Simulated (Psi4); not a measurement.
Run report: CH₃AlO (charge +1), single-point calculation (part 1 of 2)

The run: single-point calculation of CH₃AlO, charge +1, multiplicity 2. Method and program: B2PLYP/cc-pVQZ, UKS (Psi4 1.11).

The geometry is that of the parent species in another charge or spin state. The geometry comes from this level: PBE0-D4/def2-TZVP.

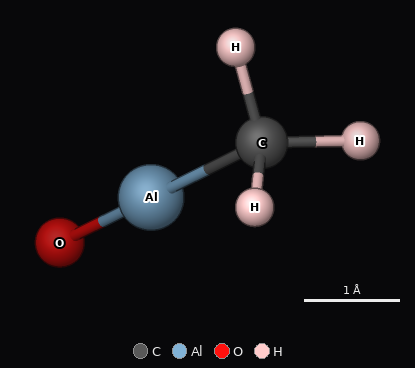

*The structure (ball-and-stick view, seen at a tilt). Sticks mark near contacts.*

Bond lengths as drawn: Al–C 1.93 Å, Al–O 1.60 Å and C–H 1.09 Å.

**Input file (job.py)**
```python
import psi4

psi4.set_memory(1600000000)
psi4.set_num_threads(1)
psi4.core.set_output_file('output.dat', False)

m = psi4.geometry("""
1 2
C     -0.77951203     0.94146156    -0.59601962
Al     1.31657219    -1.59001556     1.00627916
O      3.04567160    -3.67797396     2.32833156
H      0.12321014     2.79509391    -0.49869872
H     -2.61462507     1.05994738     0.34166248
H     -1.09112786     0.47129770    -2.58155486
units au
symmetry c1
""")

psi4.set_options({
    'basis': 'cc-pVQZ',
    'reference': 'uks',
    'puream': True,
    'scf_type': 'df',
    'dft_radial_points': 99,
    'dft_spherical_points': 590,
    'num_frozen_docc': 0,
    'maxiter': 100,
})

e, wfn = psi4.energy('b2plyp', molecule=m, return_wfn=True)
print(f'total energy {e:.8f} hartree = {e * 27.211386:.5f} eV')
for k, v in sorted(psi4.core.scalar_variables().items()):
    print(f'{k:45s} {v:18.10f}')
```

Launched with:
```bash
python job.py
```

**What the program printed**
```
=> Loading Basis Set <=

    Name: CC-PVQZ
    Role: ORBITAL
    Keyword: BASIS

         ---------------------------------------------------------
                                   SCF
                              UKS Reference
                        1 Threads,   1525 MiB Core
         ---------------------------------------------------------

  ==> Geometry <==

    Molecular point group: c1
    Full point group: C1

    Geometry (in Bohr), charge = 1, multiplicity = 2:

       Center              X                  Y                   Z               Mass
    ------------   -----------------  -----------------  -----------------  -----------------
         C           -2.008370098718     2.425467087406    -1.535334029163    12.000000000000
         AL           0.087714121282    -0.106010032594     0.066964750837    26.981538530000
         O            1.816813531282    -2.193968432594     1.389017150837    15.994914619570
         H           -1.105647928718     4.279099437406    -1.438013129163     1.007825032230
         H           -3.843483138718     2.543952907406    -0.597651929163     1.007825032230
         H           -2.319985928718     1.955303227406    -3.520869269163     1.007825032230

  Running in c1 symmetry.

  Rotational constants: A =      5.32716  B =      0.16349  C =      0.16349 [cm^-1]
  Rotational constants: A = 159704.10715  B =   4901.19185  C =   4901.18981 [MHz]
  Nuclear repulsion =   83.909553097971084

  Charge       = 1
  Multiplicity = 2
  Electrons    = 29
  Nalpha       = 15
  Nbeta        = 14

  ==> Algorithm <==

  SCF Algorithm Type is DF.
  DIIS enabled.
  MOM disabled.
  Fractional occupation disabled.
  Guess Type is SAD.
  Energy threshold   = 1.00e-06
  Density threshold  = 1.00e-06
  Integral threshold = 1.00e-12

  ==> Primary Basis <==

  Basis Set: CC-PVQZ
    Blend: CC-PVQZ
    Number of shells: 77
    Number of basis functions: 259
    Number of Cartesian functions: 319
    Spherical Harmonics?: true
    Max angular momentum: 4

  ==> DFT Potential <==

   => LibXC <=

    Version 7.1.2

   => Composite Functional: B2PLYP <=

    B2PLYP Double Hybrid Exchange-Correlation Functional

    Deriv               =              1
    GGA                 =           TRUE
    Meta                =          FALSE

    Exchange Hybrid     =           TRUE
    MP2 Hybrid          =           TRUE

   => Exchange Functionals <=

    0.4700     XC_GGA_X_B88

   => Exact (HF) Exchange <=

    0.5300               HF

   => Correlation Functionals <=

    0.7300     XC_GGA_C_LYP

   => MP2 Correlation <=

    0.2700       MP2

   => LibXC Density Thresholds  <==

    XC_GGA_C_LYP:  1.00E-14
    XC_GGA_X_B88:  1.00E-15

   => Molecular Quadrature <=

    Radial Scheme          =       TREUTLER
    Pruning Scheme         =           NONE
    Nuclear Scheme         =       TREUTLER

    Blocking Scheme        =         OCTREE
    BS radius alpha        =              1
    Pruning alpha          =              1
    Radial Points          =             99
    Spherical Points       =            590
    Total Points           =         336517
    Total Blocks           =           2457
    Max Points             =            256
    Max Functions          =            243
    Weights Tolerance      =       1.00E-15

   => Loading Basis Set <=

    Name: (CC-PVQZ AUX)
    Role: JKFIT
    Keyword: DF_BASIS_SCF

  ==> Integral Setup <==

  DFHelper Memory: AOs need 0.254 GiB; user supplied 0.254 GiB.
  SCF_SUBTYPE=INCORE selected. In-core MEM_DF algorithm will be used.
  Using in-core AOs.

  ==> MemDFJK: Density-Fitted J/K Matrices <==

    J tasked:                   Yes
    K tasked:                   Yes
    wK tasked:                   No
    Memory [MiB]:               260
    Algorithm:                 Core
    Schwarz Cutoff:           1E-12
    Mask sparsity (%):       8.1812
    Fitting Condition:        1E-10

   => Auxiliary Basis Set <=

  Basis Set: (CC-PVQZ AUX)
    Blend: CC-PVQZ-JKFIT
    Number of shells: 135
    Number of basis functions: 513
    Number of Cartesian functions: 673
    Spherical Harmonics?: true
    Max angular momentum: 5

  Cached 33.3% of DFT collocation blocks in 0.620 [GiB].

  Minimum eigenvalue in the overlap matrix is 6.3746059390E-05.
  Reciprocal condition number of the overlap matrix is 7.4693536148E-06.
    Using symmetric orthogonalization.

  ==> Pre-Iterations <==

  SCF Guess: Superposition of Atomic Densities via on-the-fly atomic UHF (no occupation information).

   -------------------------
    Irrep   Nso     Nmo
   -------------------------
     A        259     259
   -------------------------
    Total     259     259
   -------------------------

  ==> Iterations <==

                           Total Energy        Delta E     RMS |[F,P]|

   @DF-UKS iter SAD:  -356.22668342812977   -3.56227e+02   0.00000e+00
   @DF-UKS iter   1:  -356.51053925721152   -2.83856e-01   3.34384e-03 DIIS/ADIIS
   @DF-UKS iter   2:  -353.80596320996381    2.70458e+00   8.75941e-03 DIIS/ADIIS
   @DF-UKS iter   3:  -356.82864722579427   -3.02268e+00   8.81124e-04 DIIS/ADIIS
   @DF-UKS iter   4:  -356.86042450894229   -3.17773e-02   1.00779e-03 DIIS/ADIIS
   @DF-UKS iter   5:  -356.89017535858494   -2.97508e-02   5.59871e-04 DIIS/ADIIS
   @DF-UKS iter   6:  -356.90466789331708   -1.44925e-02   3.05894e-04 DIIS/ADIIS
   @DF-UKS iter   7:  -356.91155241353943   -6.88452e-03   9.20871e-05 DIIS
   @DF-UKS iter   8:  -356.91180648506941   -2.54072e-04   4.90865e-05 DIIS
   @DF-UKS iter   9:  -356.91212276209842   -3.16277e-04   1.58531e-05 DIIS
   @DF-UKS iter  10:  -356.91215295312969   -3.01910e-05   3.88798e-06 DIIS
   @DF-UKS iter  11:  -356.91215395850458   -1.00537e-06   3.70611e-06 DIIS
   @DF-UKS iter  12:  -356.91215491247146   -9.53967e-07   6.45625e-07 DIIS
  Energy and wave function converged.

  ==> Post-Iterations <==

   Electrons on quadrature grid:
      Nalpha   =   14.9999998586 ; deviation = -1.414e-07
      Nbeta    =   13.9999998625 ; deviation = -1.375e-07
      Ntotal   =   28.9999997211 ; deviation = -2.789e-07

   @Spin Contamination Metric:   1.383509220E-02
   @S^2 Expected:                7.500000000E-01
   @S^2 Observed:                7.638350922E-01
   @S   Expected:                5.000000000E-01
   @S   Observed:                5.000000000E-01

    Orbital Energies [Eh]
    ---------------------

    Alpha Occupied:

       1A    -57.379141     2A    -20.013802     3A    -10.851073
       4A     -4.764386     5A     -3.219064     6A     -3.219063
       7A     -3.218941     8A     -1.368451     9A     -1.033245
      10A     -0.809456    11A     -0.702963    12A     -0.702938
      13A     -0.676625    14A     -0.676624    15A     -0.643964

    Alpha Virtual:

      16A     -0.244129    17A     -0.199860    18A     -0.199858
      19A     -0.098426    20A     -0.067845    21A     -0.067837
      22A     -0.056868    23A     -0.045671    24A     -0.045663
      25A     -0.009358    26A      0.007385    27A      0.007394
      28A      0.045347    29A      0.045356    30A      0.072393
      31A      0.101985    32A      0.101991    33A      0.147753
      34A      0.195642    35A      0.219242    36A      0.219255
      37A      0.257631    38A      0.262427    39A      0.262432
      40A      0.296384    41A      0.303562    42A      0.303575
      43A      0.304687    44A      0.327868    45A      0.357023
      46A      0.357037    47A      0.401002    48A      0.428767
      49A      0.428773    50A      0.435137    51A      0.468267
      52A      0.468286    53A      0.497769    54A      0.497772
      55A      0.502402    56A      0.549153    57A      0.597310
      58A      0.597314    59A      0.666848    60A      0.730151
      61A      0.750542    62A      0.750573    63A      0.783652
      64A      0.783699    65A      0.873169    66A      0.873177
      67A      0.881131    68A      0.904570    69A      0.927879
      70A      0.927903    71A      0.947267    72A      1.049160
      73A      1.057254    74A      1.057316    75A      1.140525
      76A      1.140564    77A      1.174770    78A      1.174774
      79A      1.213224    80A      1.269421    81A      1.269457
      82A      1.325814    83A      1.328793    84A      1.328801
      85A      1.336578    86A      1.345910    87A      1.372533
      88A      1.384570    89A      1.384572    90A      1.424711
      91A      1.424736    92A      1.467100    93A      1.497567
      94A      1.597838    95A      1.597854    96A      1.668977
      97A      1.705538    98A      1.744611    99A      1.744616
     100A      1.758339   101A      1.758348   102A      1.816841
     103A      1.820716   104A      1.820719   105A      1.914822
     106A      1.914831   107A      1.943476   108A      2.023820
     109A      2.023832   110A      2.051061   111A      2.060221
     112A      2.148137   113A      2.148161   114A      2.276245
     115A      2.276261   116A      2.278854   117A      2.327796
     118A      2.354793   119A      2.354815   120A      2.472997
     121A      2.473020   122A      2.529868   123A      2.693536
     124A      2.752444   125A      2.752459   126A      2.765602
     127A      2.765646   128A      2.774278   129A      2.880262
     130A      2.957535   131A      2.957559   132A      3.003140
     133A      3.043828   134A      3.044306   135A      3.044317
     136A      3.099430   137A      3.162845   138A      3.205624
     139A      3.281413   140A      3.281509   141A      3.468666
     142A      3.468671   143A      3.504247   144A      3.611309
     145A      3.611342   146A      3.637065   147A      3.670037
     148A      3.747065   149A      3.747104   150A      3.851265
     151A      3.851280   152A      3.933937   153A      3.933946
     154A      4.205508   155A      4.205513   156A      4.261084
     157A      4.503665   158A      5.110915   159A      5.110950
     160A      5.289878   161A      5.289903   162A      5.292336
     163A      5.329624   164A      5.443397   165A      5.575281
     166A      5.575328   167A      5.746686   168A      5.746719
     169A      5.836900   170A      5.894507   171A      5.894514
     172A      6.000270   173A      6.000321   174A      6.011007
     175A      6.034938   176A      6.060338   177A      6.060447
     178A      6.121727   179A      6.183630   180A      6.183657
     181A      6.419799   182A      6.489047   183A      6.581068
     184A      6.581143   185A      6.632073   186A      6.743661
     187A      6.743670   188A      6.914908   189A      7.215347
     190A      7.215382   191A      7.230997   192A      7.285771
     193A      7.285867   194A      7.386207   195A      7.545411
     196A      7.561988   197A      7.561998   198A      7.661767
     199A      7.668697   200A      7.668747   201A      7.874201
     202A      7.874245   203A      7.906846   204A      8.022719
     205A      8.022798   206A      8.208997   207A      8.209027
     208A      8.242447   209A      8.247885   210A      8.364881
     211A      8.488779   212A      8.488809   213A      8.509958
     214A      8.566446   215A      8.566540   216A      8.783728
     217A      8.800207   218A      8.806020   219A      8.809144
     220A      8.809176   221A      8.810057   222A      8.819100
     223A      8.819151   224A      8.825518   225A      8.825523
     226A      8.837756   227A      8.837782   228A      8.987047
     229A      8.987190   230A      9.707242   231A      9.707302
     232A      9.708415   233A      9.912644   234A      9.912792
     235A     10.090795   236A     10.141854   237A     10.141890
     238A     10.185488   239A     10.185613   240A     10.416810
     241A     10.476520   242A     10.768786   243A     10.945818
     244A     10.949042   245A     11.149485   246A     11.149494
     247A     11.439301   248A     11.439311   249A     11.516075
     250A     12.031511   251A     12.031514   252A     12.249544
```
